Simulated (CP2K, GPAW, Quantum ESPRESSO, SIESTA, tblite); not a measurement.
# How far do other methods lie from plane waves? C(111) slab, H on the bottom face (153 atoms)

Aim: forces of C(111) slab, H on the bottom face (153 atoms) at one geometry, from other programs and methods, against plane-wave PBE.

Results are calculated, not measured.

**1. The cell**

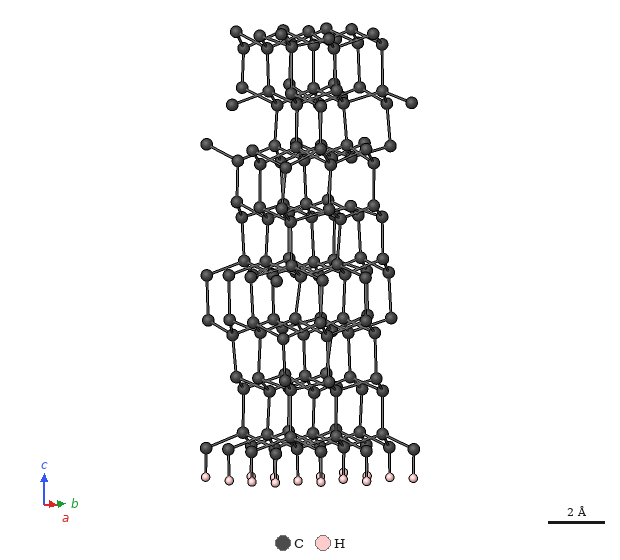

The cell (carbon dark grey, hydrogen pink). Bonds to atoms that aren't drawn are left out. Some periodic images of atoms are drawn too.

The cell holds 153 atoms (144 C and 9 H), with edges of 7.57, 7.57 and 28.02 Å. Recipe: diamond-structure C (a = 3.567 Å), (111) slab of 16 atomic planes, 3 x 3 surface cells, H on the broken bonds of the bottom face, 12 Å of vacuum; displaced by a Gaussian of 0.02 Å. Then every atom was moved at random, 0.05 Å r.m.s. a Cartesian component (hydrogen 0.6 of that).

**2. The reference input**

Quantum ESPRESSO 7.5: Kohn-Sham DFT, PBE, SSSP efficiency 1.3.0 pseudopotentials, plane waves. Its input, pw.in:

```
&control
  calculation = 'scf'
  pseudo_dir = './pseudo'
  outdir = './tmp'
  disk_io = 'none'
  tprnfor = .true.
/
&system
  ibrav = 0
  nat = 153
  ntyp = 2
  ecutwfc = 60
  ecutrho = 480
  nosym = .true.
  occupations = 'smearing'
  smearing = 'fd'
  degauss = 0.003675
/
&electrons
  conv_thr = 7.6e-07
  electron_maxstep = 100
  mixing_beta = 0.2
  mixing_mode = 'local-TF'
  diagonalization = 'david'
/
ATOMIC_SPECIES
C 12.011 C.upf
H 1.008 H.upf
CELL_PARAMETERS angstrom
7.56675 0.00000 0.00000
-3.78337 6.55300 0.00000
0.00000 0.00000 28.02071
ATOMIC_POSITIONS crystal
C 0.44636 0.89411 0.27116
C 0.33013 0.99984 0.25354
C 0.21451 0.76839 0.34505
C 0.46679 0.89985 0.32626
[... 147 atom lines left out ...]
H 0.99244 0.66703 0.21355
H 0.99915 0.33262 0.21452
K_POINTS gamma
```

```console
$ OMP_NUM_THREADS=1 mpirun -np 4 pw.x -in pw.in > output.txt
```

Elapsed: 12 min, on 4 MPI ranks of Arm Neoverse V2, shared host; peak memory 7.2 GiB; 49 min of CPU time.

It converged with an r.m.s. force component of 2.6 eV/Å.

**3. What was run beside it**

- CP2K 2026.2: Gaussian basis with GTH pseudopotentials and a plane-wave density; labels give functional, basis (MOLOPT sets; SR short-range, UZH the newer set with its own potentials), grid cutoff/relative cutoff and solver (OT: orbital transformation; TRS4, TC2, SIGN: linear-scaling purification with its sparsity filter), or its built-in tight binding.
- GPAW 26.7.0: PAW with atomic orbitals (LCAO), plane waves or a real-space grid of spacing h.
- SIESTA 5.4.2: numerical atomic orbitals, whose automatically made sets are far from complete, with PseudoDojo norm-conserving potentials that we converted to its format (checked against plane waves on the same files for H, C, O, Si, Ge and Ca alone); labels give functional, basis size, energy shift and mesh cutoff.
- tblite 0.8.0: extended tight binding, driven from Python.

All use the same cell and atoms, and the electronic-structure runs the same k-mesh.

**4. All runs compared**

Differences are against the reference: forces as r.m.s. over components, share as that over the reference's r.m.s. force, slope as the fitted ratio of a run's forces to the reference's.

```tsv
run	Δ force, r.m.s. (meV/Å)	share (%)	slope	cores	CPU time	memory (GiB)
reference	-	-	-	4	49 min	7.2
CP2K PBE, DZVP-MOLOPT-SR, 450/50 Ry, diagonalisation	64.5	2.50	1.018	4	35 min	4.3
CP2K PBE, SZV-MOLOPT-SR, 450/50 Ry, diagonalisation (coarse)	817	31.6	1.289	2	16 min	3.0
GPAW PBE, LCAO dzp, h 0.2 Å	165	6.38	1.045	4	24 min	3.3
GPAW PBE, LCAO sz(dzp), h 0.2 Å (coarse)	940	36.4	1.238	1	2.3 min	0.78
GPAW PBE, LCAO szp(dzp), h 0.2 Å (coarse)	482	18.6	1.090	2	8.1 min	1.5
SIESTA PBE, DZP, shift 0.01 Ry, mesh 300 Ry	220	8.50	1.063	4	12 min	2.2
tblite GFN1-xTB	388	15.0	1.024	1	9.8 s	0.14
```

Rows marked coarse were listed beforehand as settings not expected to be converged; some can still land near the reference.

Runs without a result: CP2K PBE, TZVP-MOLOPT, 450/50 Ry, diagonalisation (cut off at its time limit).

CPU time is summed over cores on shared hosts, so it is rough.

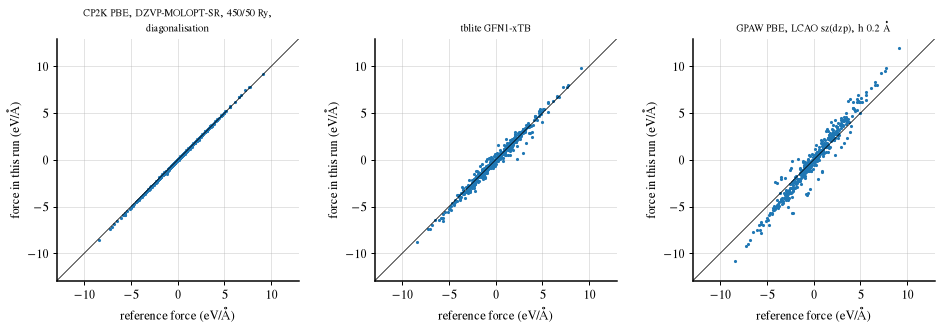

Force components against those of the reference; the line marks equality.

**5. Findings**

Forces lie from 2.5 % (CP2K PBE, DZVP-MOLOPT-SR, 450/50 Ry, diagonalisation) to 36 % (GPAW PBE, LCAO sz(dzp), h 0.2 Å, coarse) of the reference's r.m.s. force of 2.6 eV/Å away from it. The PBE runs in local orbitals, coarse settings apart, differ by 2.5 % (CP2K PBE, DZVP-MOLOPT-SR, 450/50 Ry, diagonalisation) to 8.5 % (SIESTA PBE, DZP, shift 0.01 Ry, mesh 300 Ry); basis, grid and potentials can all enter. Tight binding differs by 15 % (tblite GFN1-xTB); it is another model, with fitted parameters of its own, and the xTB methods hold dispersion. Runs with settings chosen to be coarse differ by 19 % (GPAW PBE, LCAO szp(dzp), h 0.2 Å) to 36 % (GPAW PBE, LCAO sz(dzp), h 0.2 Å), their programs' other errors included.

CP2K PBE, SZV-MOLOPT-SR, 450/50 Ry, diagonalisation stiffens the forces by a factor of 1.29 while following their directions (correlation 0.995); the slopes of the 2 CP2K runs lie between 1.02 and 1.29.

**Limits.** Periodic xTB results under one method name differ between programs and library versions. With short bonds to hydrogen, sets of potentials differ among themselves by several per cent in forces even at converged cutoffs, so the reference isn't exact here either. The electron count is odd in these runs, and they have no spin polarisation, so the unpaired electron is spread evenly over both spins. The runs have no spin polarisation, so any moments at edges, vacancies or dangling bonds can't form. The electron count is odd and the run has no spin polarisation, so levels at the top are partly filled by construction. The electronic-structure runs sample only Γ, in a cell whose shortest periodic width is 7 Å, which is coarse for a cell with partly filled levels. The slab repeats along its normal with no dipole correction. Where levels are smeared, the DFT runs use Fermi–Dirac occupations at 580 K (0.05 eV), and energies are free energies. The atoms were displaced at random, and shares hang on the size of the forces that this gives. The reference's cutoffs and mesh weren't converged further here.

[Logs are printed without paths, hosts, clocks, repeated set-up lines and the standing remarks that a program may print on its own settings, such as how far it seeks lower states.]

[Hosts, paths, dates, database ids (printed as entryN), source tags and the programs' standing remarks are cut or masked in the printed files.]

[Cells were taken only where this reference lay near another plane-wave run.]
